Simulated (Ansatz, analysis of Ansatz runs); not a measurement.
# A hop of Li in CsLiBr2 (P4/nmm), charge 0

How high is the barrier when Li changes place in CsLiBr2 (P4/nmm)? The case: Li_i hop between interstitial places, charge 0, in a cell of 64 host atoms with 1 Li put in.

Method: plane-wave PAW DFT, PBEsol; nudged elastic band between two relaxed defect structures, in Ansatz 0.2.0.

### Step 1. The starting structure

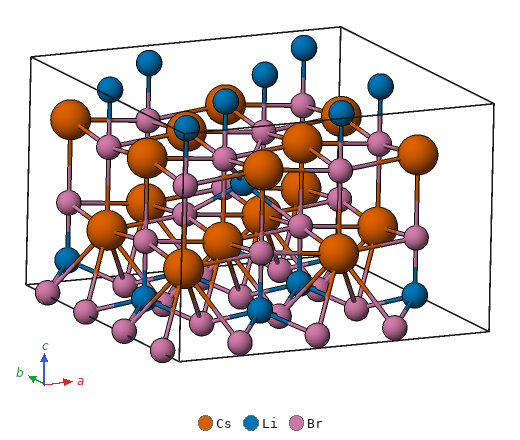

Start, viewed slightly off an axis; caesium orange, lithium blue, bromine pink.

The cell holds 65 atoms: 16 Cs, 17 Li and 32 Br. Its edges and angles: a = 14.446 Å, b = 14.446 Å, c = 9.811 Å, α = 90.0°, β = 90.0°, γ = 90.0°. It derives from CsLiBr2 (space group P4/nmm). Nearest the centre at fractional (0.495, 0.380, 0.491): Li65 at 1.73 Å, Br10 at 2.42 Å, Br43 at 2.42 Å, Cs2 at 2.56 Å, Cs35 at 2.78 Å, Br28 at 4.22 Å, Br57 at 4.35 Å, Br12 at 4.35 Å.

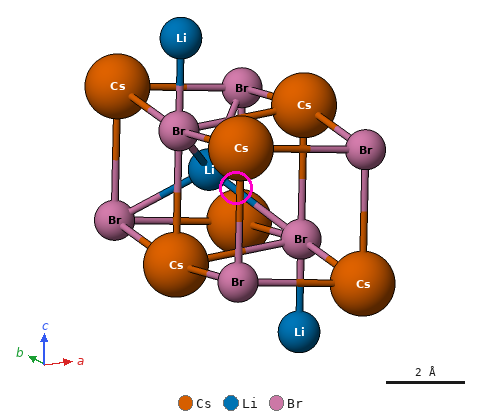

The atoms within 5 Å of the centre. A ring marks the middle of the ideal hop wherever no atom is near it.

The cell's shortest repeat is 9.8 Å.

### Step 2. Relaxation of the start point, charge 0

The ends come first: from an unrelaxed start the top is counted from too high an energy, and the barrier comes out too low. Small random displacements break the symmetry of the ideal sites, so that the defect can distort if it gains by it. The cell holds an odd number of electrons, so the run is spin-polarised with the moment held at 1 μB.

Input file q0_M1.start/input.yaml:

```yaml
crystal:
  lattice:
    - [10.21487051, 10.21487051, 0.0]
    - [-10.21487051, 10.21487051, 0.0]
    - [0.0, 0.0, 9.8110832]
  atoms:
    - { symbol: Cs, position: [0.125, 0.125, 0.2995137] }
    - { symbol: Cs, position: [0.375, 0.375, 0.2995137] }
    - { symbol: Cs, position: [0.125, 0.375, 0.7004863] }
    - { symbol: Cs, position: [0.375, 0.125, 0.7004863] }
    - { symbol: Li, position: [0.125, 0.375, 0.08388538] }
    - { symbol: Li, position: [0.375, 0.125, 0.08388538] }
    - { symbol: Li, position: [0.125, 0.125, 0.91611462] }
    - { symbol: Li, position: [0.375, 0.375, 0.91611462] }
    - { symbol: Br, position: [0.125, 0.125, 0.66383435] }
    - { symbol: Br, position: [0.375, 0.375, 0.66383435] }
    - { symbol: Br, position: [0.125, 0.375, 0.33616565] }
    - { symbol: Br, position: [0.375, 0.125, 0.33616565] }
    - { symbol: Br, position: [0.0, 0.0, 0.0] }
    - { symbol: Br, position: [0.25, 0.25, 0.0] }
    - { symbol: Br, position: [0.0, 0.25, 0.0] }
    - { symbol: Br, position: [0.25, 0.0, 0.0] }
    - { symbol: Cs, position: [0.125, 0.625, 0.2995137] }
    - { symbol: Cs, position: [0.375, 0.875, 0.2995137] }
    - { symbol: Cs, position: [0.125, 0.875, 0.7004863] }
    - { symbol: Cs, position: [0.375, 0.625, 0.7004863] }
    - { symbol: Li, position: [0.125, 0.875, 0.08388538] }
    - { symbol: Li, position: [0.375, 0.625, 0.08388538] }
    - { symbol: Li, position: [0.125, 0.625, 0.91611462] }
    - { symbol: Li, position: [0.375, 0.875, 0.91611462] }
    - { symbol: Br, position: [0.125, 0.625, 0.66383435] }
    - { symbol: Br, position: [0.375, 0.875, 0.66383435] }
    - { symbol: Br, position: [0.125, 0.875, 0.33616565] }
    - { symbol: Br, position: [0.375, 0.625, 0.33616565] }
    - { symbol: Br, position: [0.0, 0.5, 0.0] }
    - { symbol: Br, position: [0.25, 0.75, 0.0] }
    - { symbol: Br, position: [0.0, 0.75, 0.0] }
    - { symbol: Br, position: [0.25, 0.5, 0.0] }
    - { symbol: Cs, position: [0.625, 0.125, 0.2995137] }
    - { symbol: Cs, position: [0.875, 0.375, 0.2995137] }
    - { symbol: Cs, position: [0.625, 0.375, 0.7004863] }
    - { symbol: Cs, position: [0.875, 0.125, 0.7004863] }
    - { symbol: Li, position: [0.625, 0.375, 0.08388538] }
    - { symbol: Li, position: [0.875, 0.125, 0.08388538] }
    - { symbol: Li, position: [0.625, 0.125, 0.91611462] }
    - { symbol: Li, position: [0.875, 0.375, 0.91611462] }
    - { symbol: Br, position: [0.625, 0.125, 0.66383435] }
    - { symbol: Br, position: [0.875, 0.375, 0.66383435] }
    - { symbol: Br, position: [0.625, 0.375, 0.33616565] }
    - { symbol: Br, position: [0.875, 0.125, 0.33616565] }
    - { symbol: Br, position: [0.5, 0.0, 0.0] }
    - { symbol: Br, position: [0.75, 0.25, 0.0] }
    - { symbol: Br, position: [0.5, 0.25, 0.0] }
    - { symbol: Br, position: [0.75, 0.0, 0.0] }
    - { symbol: Cs, position: [0.625, 0.625, 0.2995137] }
    - { symbol: Cs, position: [0.875, 0.875, 0.2995137] }
    - { symbol: Cs, position: [0.625, 0.875, 0.7004863] }
    - { symbol: Cs, position: [0.875, 0.625, 0.7004863] }
    - { symbol: Li, position: [0.625, 0.875, 0.08388538] }
    - { symbol: Li, position: [0.875, 0.625, 0.08388538] }
    - { symbol: Li, position: [0.625, 0.625, 0.91611462] }
    - { symbol: Li, position: [0.875, 0.875, 0.91611462] }
    - { symbol: Br, position: [0.625, 0.625, 0.66383435] }
    - { symbol: Br, position: [0.875, 0.875, 0.66383435] }
    - { symbol: Br, position: [0.625, 0.875, 0.33616565] }
    - { symbol: Br, position: [0.875, 0.625, 0.33616565] }
    - { symbol: Br, position: [0.5, 0.5, 0.0] }
    - { symbol: Br, position: [0.75, 0.75, 0.0] }
    - { symbol: Br, position: [0.5, 0.75, 0.0] }
    - { symbol: Br, position: [0.75, 0.5, 0.0] }
    - { symbol: Li, position: [0.5, 0.5, 0.5] }
basis:
  ecutwfc: 420
  xc_grid: 2
hamiltonian:
  xc: pbesol
kpoints:
  mp_grid: { grid: [1, 1, 1], shift: [0.25, 0.25, 0.25] }
magnetization:
  spin_polarized: true
  initial_magnetization: 1
  spin_locking: { lock_magnetization: hard }
scf:
  occupations: { method: fixed }
  max_iter: 150
output:
  forces: true
relax:
  f_tol: 0.02
  max_steps: 70
  random_displacement: { amplitude: 0.03, seed: 7530 }
```

Command:

```
$ ansatz run input.yaml --threads 32 --pin off --max-ram 84787MiB --backend cuda --events-out ev --progress --plain --runs-dir out --max-vram 78GiB
```

What it wrote:

```text
[...]
Engine: ansatz 0.2.0, aarch64-unknown-linux-gnu
[...]
Pseudopotential: Cs, paw, valence charge 9, recommended cutoff 420 eV (normal), Cs.paw.azcp
Pseudopotential: Li, paw, valence charge 3, recommended cutoff 420 eV (normal), Li.paw.azcp
Pseudopotential: Br, paw, valence charge 7, recommended cutoff 420 eV (normal), Br.paw.azcp
Functional definition: PBEsol
[...]
Crystal: 65 atoms, lattice volume = 2047.447 Å³
Basis set: ecut = 420 eV, 39949 PW (Γ), exchange–correlation on 200×200×144 points (8 copies of the dense FFT grid, shifted against one another)
Bands: 275, of which v1, the nominal top of the filled ones, is band 210 counted from 1 (209 counted from 0)
[...]
SCF iter   8: F=-180496.317526 eV  HF=-180496.317525 eV  |F-HF|=7.24e-7  |Δ(HF+E_count)|=   4.97e-5  Δρ=3.55e-6 (↑3.55e-6 ↓3.42e-6)  dr2=2.56e-6  dr2_m=2.49e-8  M=1.000 μB ∫|m|=1.048 μB  ethr=2.39e-9  [...]
SCF 1 converged in 8 iterations: F = -180496.317526 eV  dr2 = 2.56e-6
[...]
relax step   1: F+E_penalty+E_count = -180496.31752574 eV  Δ(F+E_penalty+E_count) = +0.000e0 eV  max|allowed force component| = 3.670e-1 eV/Å  Δτ_max = 0.0000 Å  (8 SCF iters, dr2 threshold 1.00e-5 eV [...]
[...]
SCF iter   1: F=—  HF=-180496.824262 eV  |F-HF|=—  |Δ(HF+E_count)|=         —  Δρ=1.88e-3 (↑1.88e-3 ↓1.43e-3)  dr2=1.15e0  dr2_m=7.72e-3  M=1.000 μB ∫|m|=1.057 μB  β_m=0.30  ethr=2.76e-4  ⟨swp⟩=1.5  H [...]
[...]
SCF 6 converged in 6 iterations: F = -180496.901972 eV  dr2 = 1.10e-8
relax step   6: F+E_penalty+E_count = -180496.90197207 eV  Δ(F+E_penalty+E_count) = -1.659e-3 eV  max|allowed force component| = 7.622e-3 eV/Å  Δτ_max = 0.0192 Å  (6 SCF iters, accepted)
SCF converged after 6 iterations
[...]
```

It took 6.1 s on 1 × NVIDIA GB200 with 32 threads of Arm Neoverse V2, shared host; peak memory 1.6 GiB; 22 s of CPU time.

Step by step:

```csv
step,energy less that of the first step (eV),largest force component (eV/Å)
1,0.0000,0.3670
2,-0.2517,0.1417
3,-0.4578,0.1880
4,-0.5595,0.0783
5,-0.5828,0.0265
6,-0.5844,0.0076
```

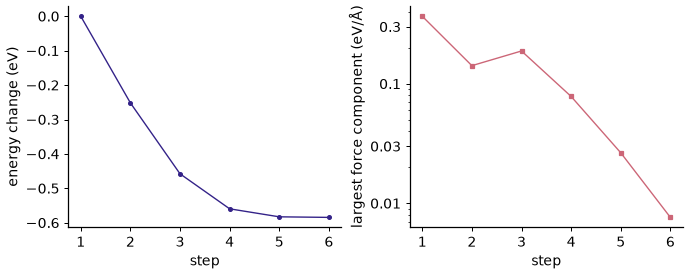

Energy and largest force along the relaxation.

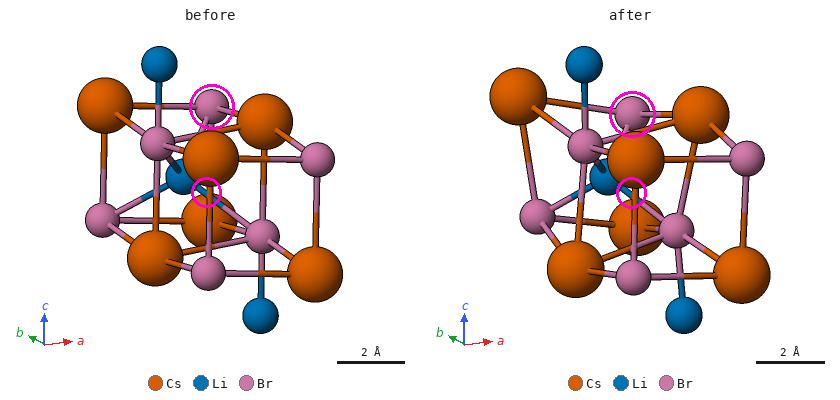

Before and after: the atoms that start within 5 Å of the centre. Br57, which moves most, is ringed if it is among them. A ring with no atom in it marks the middle of the ideal hop.

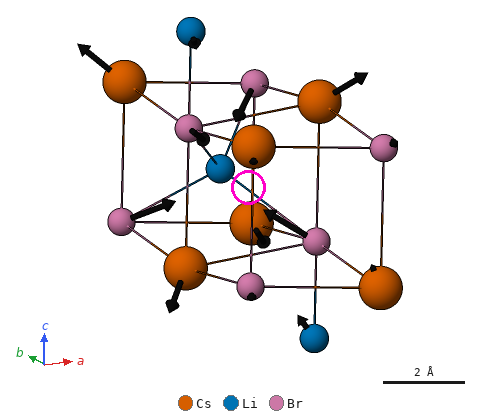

Displacements in the relaxation from the typed sites near the centre, exaggerated, the mean shift taken out; the longest in the cell stands for 0.43 Å. A ring marks the middle of the ideal hop wherever no atom is near it.

The atoms that moved most (Å, from the sites as typed, ahead of the random displacement, the mean shift of all atoms taken out):

```csv
atom,dx,dy,dz,length
Br57,-0.001,-0.392,-0.181,0.432
Br43,-0.384,0.002,0.183,0.425
Br10,0.001,0.384,-0.182,0.425
Br28,0.384,0.001,0.182,0.425
Cs20,-0.294,-0.002,0.200,0.355
Cs35,0.293,0.000,0.201,0.355
Cs49,-0.001,0.289,-0.205,0.354
Cs2,0.001,-0.288,-0.203,0.352
```

Neighbours of Li65 at the end:

```csv
atom,distance (Å)
Br57,2.587
Br43,2.596
Br28,2.597
Br10,2.597
Cs49,3.576
Cs35,3.577
Cs20,3.578
Cs2,3.579
```

Read from the output:

```yaml
free_energy: -180496.9020 eV
total_moment: 1 μB
integral_of_the_absolute_spin_density: 1.042 μB
spin_contamination: 3.34e-4
r_m_s_move_of_the_farther_half_of_the_atoms: 0.06417 Å
largest_move_from_the_ideal_geometry_of_this_structure_a_common_shift_of_the_far_atoms_taken_out: 0.4315 Å
```

The relaxation gained 0.584 eV and ended with a largest force component of 0.0076 eV/Å.

### Step 3. Relaxation of the end point, charge 0

The end point is relaxed in the same cell and settings, so that the two energies compare. Atoms more than 3.2 Å from the middle of the hop start where the first relaxation left them, the nearer ones on or close to their ideal places, with small random displacements.

Input file q0_M1.end/input.yaml:

```yaml
crystal:
  lattice:
    - [10.21487051, 10.21487051, 0.0]
    - [-10.21487051, 10.21487051, 0.0]
    - [0.0, 0.0, 9.8110832]
  atoms:
    - { symbol: Cs, position: [0.12219993, 0.12196248, 0.29921834] }
    - { symbol: Cs, position: [0.375, 0.375, 0.2995137] }
[... 1 atom line left out ...]
    - { symbol: Cs, position: [0.37594278, 0.12676765, 0.69493939] }
[... 3 atom lines left out ...]
    - { symbol: Li, position: [0.37932725, 0.37910654, 0.90499338] }
[... 1 atom line left out ...]
    - { symbol: Br, position: [0.375, 0.375, 0.66383435] }
[... 1 atom line left out ...]
    - { symbol: Br, position: [0.37323852, 0.12039819, 0.33231205] }
[... 15 atom lines left out ...]
    - { symbol: Br, position: [0.39373414, 0.60596433, 0.35475426] }
[... 4 atom lines left out ...]
    - { symbol: Cs, position: [0.62396333, 0.12656166, 0.30518497] }
[... 1 atom line left out ...]
    - { symbol: Cs, position: [0.625, 0.375, 0.7004863] }
[... 1 atom line left out ...]
    - { symbol: Li, position: [0.62053789, 0.37926509, 0.09519887] }
[... 5 atom lines left out ...]
    - { symbol: Br, position: [0.625, 0.375, 0.33616565] }
[... 13 atom lines left out ...]
    - { symbol: Br, position: [0.6056637, 0.60560814, 0.64541826] }
[... 7 atom lines left out ...]
    - { symbol: Li, position: [0.4896, 0.2604, 0.483] }
basis:
  ecutwfc: 420
  xc_grid: 2
hamiltonian:
  xc: pbesol
kpoints:
  mp_grid: { grid: [1, 1, 1], shift: [0.25, 0.25, 0.25] }
magnetization:
  spin_polarized: true
  initial_magnetization: 1
  spin_locking: { lock_magnetization: hard }
scf:
  occupations: { method: fixed }
  max_iter: 150
output:
  forces: true
relax:
  f_tol: 0.02
  max_steps: 70
  random_displacement: { amplitude: 0.01, seed: 7530 }
```

What it wrote:

```text
[... repeated set-up lines and file paths are left out, and long positions are rounded to six places ...]
[...]
Crystal: 65 atoms, lattice volume = 2047.447 Å³
Basis set: ecut = 420 eV, 39949 PW (Γ), exchange–correlation on 200×200×144 points (8 copies of the dense FFT grid, shifted against one another)
Bands: 275, of which v1, the nominal top of the filled ones, is band 210 counted from 1 (209 counted from 0)
[...]
relax step   1: F+E_penalty+E_count = -180495.92450486 eV  Δ(F+E_penalty+E_count) = +0.000e0 eV  max|allowed force component| = 4.800e-1 eV/Å  Δτ_max = 0.0000 Å  (9 SCF iters, dr2 threshold 1.00e-5 eV [...]
[...]
relax step   8: F+E_penalty+E_count = -180496.85894104 eV  Δ(F+E_penalty+E_count) = -3.985e-2 eV  max|allowed force component| = 1.399e-1 eV/Å  Δτ_max = 0.1957 Å  (6 SCF iters, dr2 threshold 1.31e-5 e [...]
[...]
relax step  14: F+E_penalty+E_count = -180496.90212552 eV  Δ(F+E_penalty+E_count) = -7.349e-8 eV  max|allowed force component| = 2.883e-3 eV/Å  Δτ_max = 0.0000 Å  (3 SCF iters, accepted)
[...]
```

It took 14 s on 1 × NVIDIA GB200 with 32 threads; peak memory 1.6 GiB; 48 s of CPU time.

The steps of the relaxation:

```csv
step,energy less that of the first step (eV),largest force component (eV/Å)
1,0.0000,0.4800
2,-0.4323,0.2399
3,-0.6841,0.1695
4,-0.8132,0.0901
5,-0.8461,0.0393
6,-0.8577,0.0619
7,-0.8946,0.1143
8,-0.9344,0.1399
9,-0.9712,0.0131
10,-0.9712,0.0131
11,-0.9746,0.0450
12,-0.9757,0.0348
13,-0.9776,0.0028
14,-0.9776,0.0029
```

The atoms that moved most (Å, from the sites as typed, ahead of the random displacement):

```csv
atom,dx,dy,dz,length
Br28,-0.453,0.027,-0.221,0.505
Br41,-0.449,0.024,-0.225,0.503
Br12,-0.028,0.452,0.217,0.502
Br57,-0.030,0.451,0.215,0.501
Br43,0.001,-0.389,0.181,0.429
Br10,0.385,-0.007,-0.183,0.426
Cs49,0.008,-0.324,0.253,0.412
Cs33,0.317,-0.009,-0.259,0.410
```

Neighbours of Li65 at the end:

```csv
atom,distance (Å)
Br12,2.587
Br41,2.595
Br43,2.597
Br10,2.598
Cs4,3.573
Cs35,3.575
Cs33,3.575
Cs2,3.575
```

Read from the output:

- free energy: -180496.9021 eV
- total moment: 1 μB
- integral of the absolute spin density: 1.042 μB
- spin contamination: 3.35e-4
- r.m.s. move of the farther half of the atoms: 0.06481 Å
- largest move from the ideal geometry of this structure, a common shift of the far atoms taken out: 0.4330 Å

The relaxation gained 0.978 eV and ended with a largest force component of 0.0029 eV/Å. The end lies within 1 meV of the start.

[end of part 1 of 3]

[Logs are printed without paths, hosts, clocks, repeated set-up lines and the standing remarks that a program may print on its own settings, such as how far it seeks lower states.]

[Hosts, paths, dates, database ids (printed as entryN), source tags and the programs' standing remarks are cut or masked in the printed files.]
